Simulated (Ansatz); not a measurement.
## Electronic structure of CdH2OS (SMILES [OH][Cd][SH]) in real space

```csv
atom,x (Å),y (Å),z (Å)
O,-0.5729,-1.6754,1.0725
Cd,-0.2253,0.0447,0.1819
S,0.1909,2.1318,-0.7372
H,-0.8756,-2.3575,0.4689
H,1.4828,1.8564,-0.9861
```

Geometry: PBE0-D4/def2-TZVP; core potentials replace the inner electrons of Cd.

Computed with RKS PBE0-D4/def2-TZVPP (Ansatz 0.2.0).

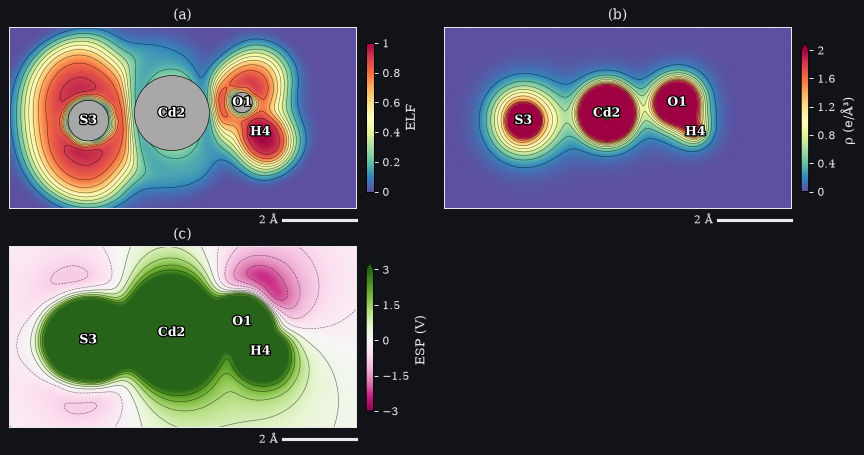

Figure 1. (a) ELF; (b) electron density; (c) electrostatic potential on the plane of atoms Cd2, O1 and H4. Grey discs cover the atomic cores in the ELF map.

What does the map show?

Atoms in the plane: O, Cd, S and H.
Cd–O (1.97 Å): the density is about 0.83 e/Å³ at the midpoint; the ELF peaks at about 0.85 in the valence shell of O, 0.6 Å from its nucleus, and is about 0.20 at the midpoint.
Cd–S (2.32 Å): ρ at the midpoint is about 0.63 e/Å³; the ELF peaks at about 0.85 in the valence shell of S, 0.9 Å from its nucleus, and is about 0.40 at the midpoint.
O–H (0.96 Å): the density is about 3.7 e/Å³ at the midpoint; the ELF climbs to about 1 towards the hydrogen, as it does in any bond to H; an ordinary covalent bond to hydrogen.
The ELF also peaks beside S3 and O1, away from the bonds: lone-pair regions.
Outside the dense part of the molecule the potential is most negative (−2.3 V) near O1.

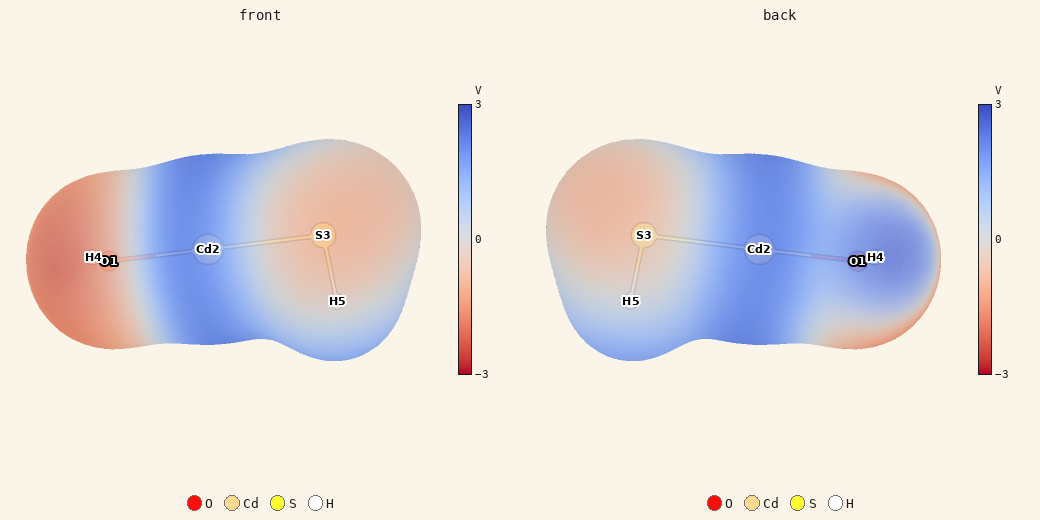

Figure 2. The electrostatic potential painted on the density surface at 0.002 e/bohr³, seen from the front and from behind; the colour scale runs from red (negative) to blue (positive).

Where is the surface potential most negative and most positive?

The most negative region (about −1.9 V, or −44 kcal/mol for a unit charge) lies over O1, the most positive (about +2.1 V, or +48 kcal/mol for a unit charge) over Cd2 and H4. O1 is the likeliest acceptor of a hydrogen bond.

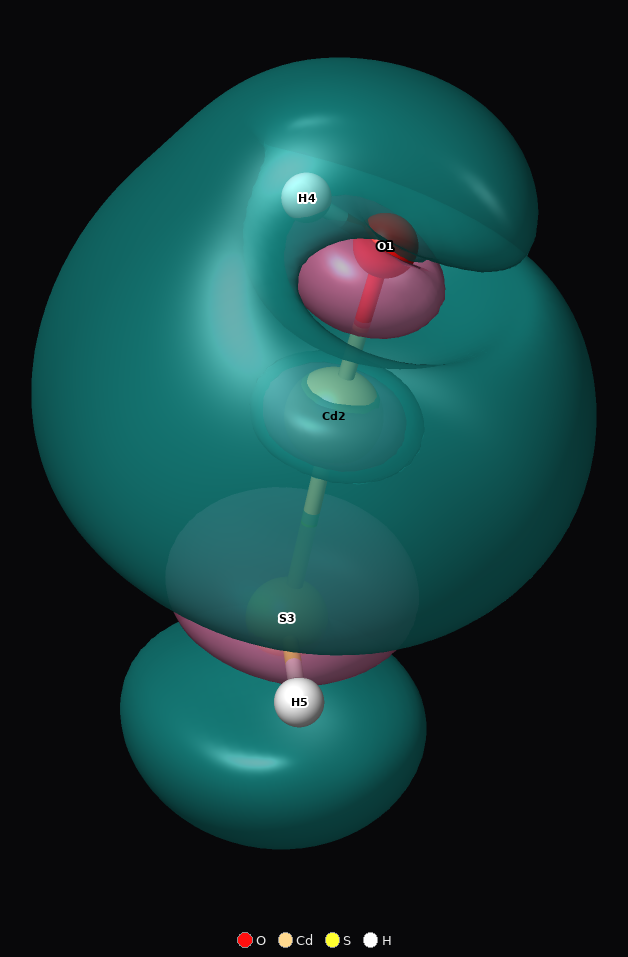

Figure 3. The LUMO at ±0.05 Å⁻³ᐟ² (teal and pink are the two phases), seen at an oblique angle.

What is the character of this orbital?

By Hirshfeld shares it lies mainly on Cd2 (about 55 %), S3 (about 20 %) and O1 (about 15 %). Its energy is −1.40 eV.

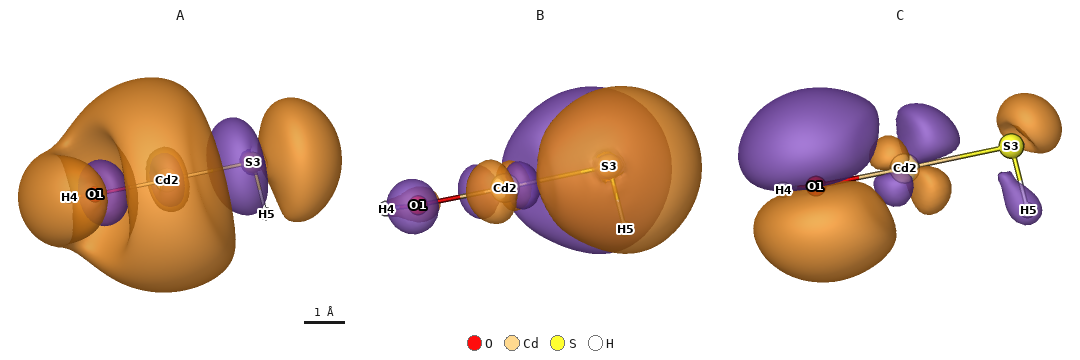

Figure 4. Three frontier orbitals at ±0.05 Å⁻³ᐟ² (orange and purple are the two phases), in no order.

Order the three orbitals by energy and name them.

C is the HOMO−1 (−8.13 eV). It lies mainly on O1 (about 85 %) and Cd2 (about 10 %); largely a lone pair of O1. B is the HOMO (−7.35 eV). By Hirshfeld shares it lies mainly on S3 (about 85 %) and Cd2 (about 10 %); largely a lone pair of S3. A is the LUMO (−1.40 eV). Its weight (Hirshfeld) is mainly on Cd2 (about 55 %), S3 (about 20 %) and O1 (about 15 %).

What is the HOMO–LUMO gap?

5.95 eV between the orbital energies.
